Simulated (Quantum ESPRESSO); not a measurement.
Consider ZnCu (Pm-3m).

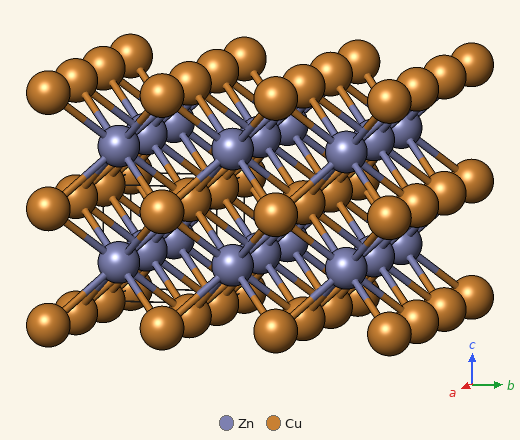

The structure (zinc blue, copper orange). 3×3×2 cells are drawn. Some periodic images of atoms are drawn too.

```cif
data_structure
_symmetry_space_group_name_H-M 'P 1'
_symmetry_Int_Tables_number 1
_cell_length_a 2.9450
_cell_length_b 2.9450
_cell_length_c 2.9450
_cell_angle_alpha 90.000
_cell_angle_beta 90.000
_cell_angle_gamma 90.000
_cell_volume 25.54
loop_
_atom_site_label
_atom_site_type_symbol
_atom_site_fract_x
_atom_site_fract_y
_atom_site_fract_z
_atom_site_occupancy
Zn1 Zn 0.50000 0.50000 0.50000 1
Cu2 Cu 0.00000 0.00000 0.00000 1
```

Absorber: atom 2, with 8 Zn at 2.55 Å and 6 Cu at 2.94 Å (cube and octahedron, as in bcc, site symmetry m-3m). Method: Quantum ESPRESSO XSpectra, PBE, excited-electron core hole (neutral cell), 16-atom cell with 5.9 Å between holes, 4×4×4 k points, dipole transitions, Lorentzian half width 0.78 eV up to 4 eV, rising linearly to 1.75 eV at 25 eV (not a setting of the program: the run's 0.4 eV curve was folded afterwards with a further Lorentzian).

What does the Cu K edge look like?

Main maxima up to 30 eV above the zero (height): 14.7 eV (1.54) and 24.8 eV (1.14). A K edge sees empty p states on the absorber. The total-energy difference is 9014.67 eV. One term is added: -29.93 eV, since the hole is spin-paired here and a spin-polarised one costs that much less in the free atom (computed apart). The photon energy is then 8984.74 eV. The tabulated edge of the element is 8979 eV. The functional leaves an error of a few eV in such absolute values.

The Cu K spectrum (energy from the energy zero of the input (xe0, at the border of filled and empty states); intensity scaled to a mean of 1 over the first 20 eV; folded afterwards to Lorentzian half width 0.78 eV up to 4 eV, rising linearly to 1.75 eV at 25 eV; the points at xe0, where the cut of filled states can leave a spike, are interpolated):

```
E (eV)  intensity
  -2.0       0.09
  -0.5       0.18
   1.0       0.41
   2.5       0.51
   4.0       0.77
   5.5       0.90
   7.0       0.98
   8.5       1.04
  10.0       1.05
  11.5       1.19
  13.0       1.28
  14.5       1.53
  16.0       1.35
  17.5       1.16
  19.0       1.01
  20.5       0.93
  22.0       0.95
  23.5       1.07
  25.0       1.13
  26.5       1.09
  28.0       1.10
  29.5       1.22
  31.0       1.28
```

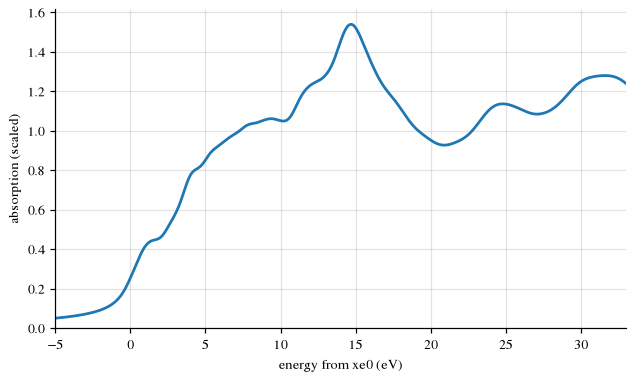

The Cu K edge.

The holes are only 5.9 Å apart, so the shape is probably not converged with cell size; no larger cell was run here. The structure is a published determination, not relaxed.

[Banner, clock and machine lines of the logs are left out without a mark of their own.]

[Logs are printed without paths, hosts, clocks, repeated set-up lines and the standing remarks that a program may print on its own settings, such as how far it seeks lower states.]

[Hosts, paths, dates, database ids (printed as entryN), source tags and the programs' standing remarks are cut or masked in the printed files.]

[Lists of maxima count a maximum above −3 eV only where it reaches 4 % of the highest in the window and stands out from its surroundings by 2 % of it (1.5 % where it reaches 55 %); shoulders and weaker maxima are passed over, and of the rest the first, up to two pre-edge ones and the few strongest are named.]
